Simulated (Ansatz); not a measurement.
**GaH2ClO (SMILES [OH][GaH][Cl]) at PBE/def2-SVPD**

What is the vertical singlet–triplet gap of GaH2ClO at PBE/def2-SVPD? 

Program for the calculation: Ansatz 0.2.0.

37 further runs of the same task are left out: 37 set aside as unsound or not needed. Runs told in other sessions of the task aren't counted.

## (1) Starting point

GaH2ClO: 5 atoms, total charge 0, spin state singlet. As SMILES, `[OH][GaH][Cl]`. The coordinates come from a PBE0-D4/def2-TZVP relaxation. This is one conformer, not always the lowest.

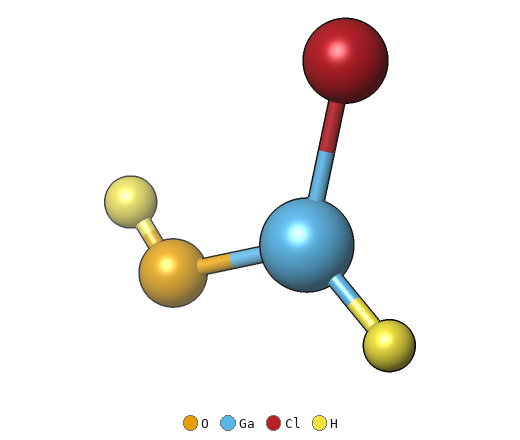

The structure, seen from a chosen angle (oxygen amber, gallium blue, chlorine red, hydrogen yellow).

## (2) A single-point energy at PBE/def2-SVPD

File job.yaml:

```yaml
crystal:
  periodic: [false, false, false]
  atoms:
    - {symbol: O, position_ang: [-1.152400, 0.516000, -0.496900]}
    - {symbol: Ga, position_ang: [0.470000, 0.208100, 0.146200]}
    - {symbol: Cl, position_ang: [0.927500, -1.856600, 0.504600]}
    - {symbol: H, position_ang: [-1.672300, -0.281800, -0.622300]}
    - {symbol: H, position_ang: [1.477200, 1.340600, 0.426900]}
basis:
  gaussian: {orbitals: def2-SVPD}
hamiltonian: {xc: {name: PBE}}
accuracy: high
output: {orbitals: {seedname: orbitals}}
```

On the command line:

```console
ansatz run job.yaml --threads 1 --pin off --max-ram 2610MiB --events-out events.jsonl --progress --plain --runs-dir runs
```

The program printed:

```text
Warning: RAYON_NUM_THREADS=1 ignored (pool sized by the plan → 1); use --threads N
Functional definition: PBE
  name "PBE"
  parameter kappa = 0.804
  parameter beta = 0.06672455060314922
  exchange = pbe_x(kappa = kappa, mu = beta*pi^2/3)
  correlation = pbe_c(beta = beta)
1965 factors; integrals over basis functions are off by at most 4.1e-9 eV
mean field evaluation 1: about -66946.8616 eV, gradient 7.1e1 eV
mean field evaluation 2: about -66848.4519 eV, gradient 1.9e2 eV
mean field evaluation 4: about -66954.5821 eV, gradient 2.1e1 eV
mean field evaluation 8: about -66955.3755 eV, gradient 3.5e-1 eV
mean field evaluation 16: about -66955.3758 eV, gradient 2.3e-5 eV
mean field -66955.37578269 eV, -2460.5646760300 hartree, gradient 7.4e-8 eV, S^2 0.000000; 0 other end points of the search recorded, 0 dependent functions left out
reference -66955.37578626 eV, -2460.5646761612 hartree; 29, 29 occupied and 75, 75 virtual orbitals, 1965 factors
Total energy: -66955.37578626 eV, -2460.5646761612 hartree
```

Wall time 8.4 s (1 thread of Arm Neoverse V2, shared host); peak memory 0.26 GiB.

## (3) The triplet

Edit job.yaml of step 2 so:

```diff
@@ -9,5 +9,11 @@
 basis:
-  gaussian: {orbitals: def2-SVPD}
-hamiltonian: {xc: {name: PBE}}
+  gaussian:
+    orbitals: def2-SVPD
+magnetization:
+  spin_polarized: true
+  initial_magnetization: 2
+hamiltonian:
+  xc: pbe
 accuracy: high
-output: {orbitals: {seedname: orbitals}}
+output:
+  orbitals: {seedname: orbitals}
```

On the command line:

```console
ansatz run job.yaml --threads 1 --pin off --max-ram 2610MiB --events-out events.jsonl --progress --plain --runs-dir runs
```

The program printed (excerpt; [...] marks lines left out):

```text
Warning: RAYON_NUM_THREADS=1 ignored (pool sized by the plan → 1); use --threads N
Functional definition: PBE
  name "PBE"
[...]
1965 factors; integrals over basis functions are off by at most 4.1e-9 eV
[...]
mean field -66949.63308245 eV, -2460.3536356887 hartree, gradient 5.7e-8 eV, S^2 2.002632; 10 other end points of the search recorded, 0 dependent functions left out
reference -66949.63308616 eV, -2460.3536358251 hartree; 30, 28 occupied and 74, 76 virtual orbitals, 1965 factors
Total energy: -66949.63308616 eV, -2460.3536358251 hartree
```

Run time: 46 s. Hardware: 1 thread of Arm Neoverse V2, shared host; peak memory 0.35 GiB.

## (4) Outcome

Level: PBE/def2-SVPD.

| quantity | value |
| --- | --- |
| singlet: total energy | -2460.56468 Eh |
| singlet: HOMO energy | -7.65 eV |
| singlet: LUMO energy | -2.05 eV |
| singlet: HOMO–LUMO gap | 5.61 eV |
| triplet: total energy | -2460.35364 Eh |
| triplet: HOMO energy (highest over α and β) | -2.46 eV |
| triplet: ⟨S²⟩ | 2.003 |
| vertical energy of the triplet above the singlet | 5.743 eV |

In words: At this shape the triplet lies 5.74 eV (132 kcal/mol) above the singlet.
